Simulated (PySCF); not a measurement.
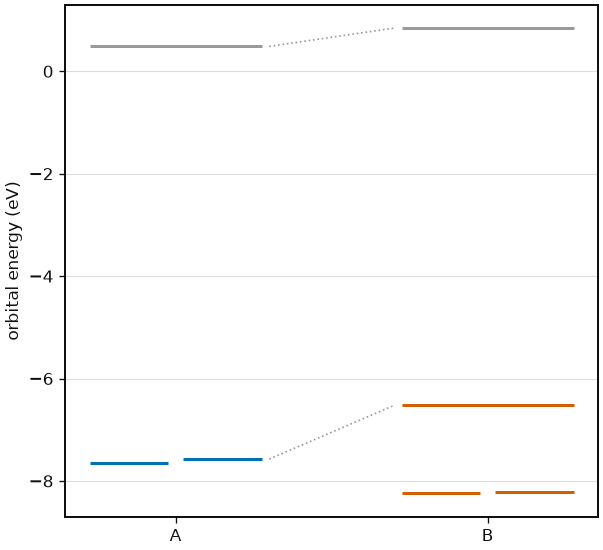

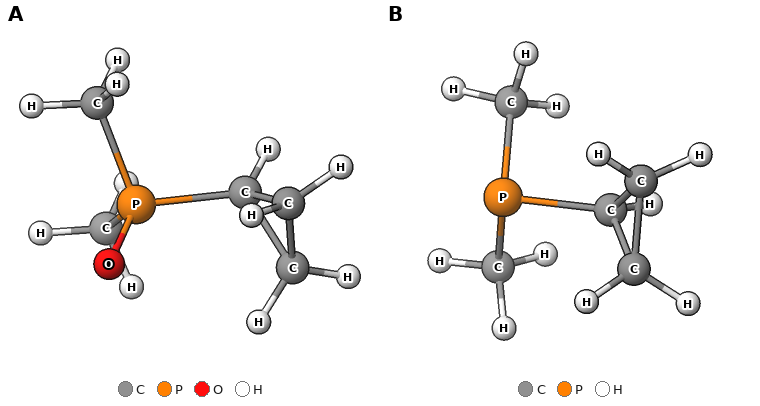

Related molecules: A is C₅H₁₁OP, SMILES CP(C)(=O)C1CC1; B is C₅H₁₁P, SMILES CP(C)C1CC1. Frontier orbital energies, PBE0/def2-SVPD, PySCF, at a GFN2-xTB geometry (no frequency check); drawn are at most three filled levels and, in grey, the LUMO with any level within 0.03 eV of it; dotted lines join the HOMOs and the LUMOs.

### What does the change do to the frontier levels?

From A to B the HOMO rises by 1.05 eV and the LUMO rises by 0.36 eV, so the separation goes from 8.06 to 7.37 eV.

Limits of at least one run: empty levels above zero depend strongly on the basis; one conformer of a flexible molecule; the tight-binding geometry is rougher than a DFT one and adds to the error.
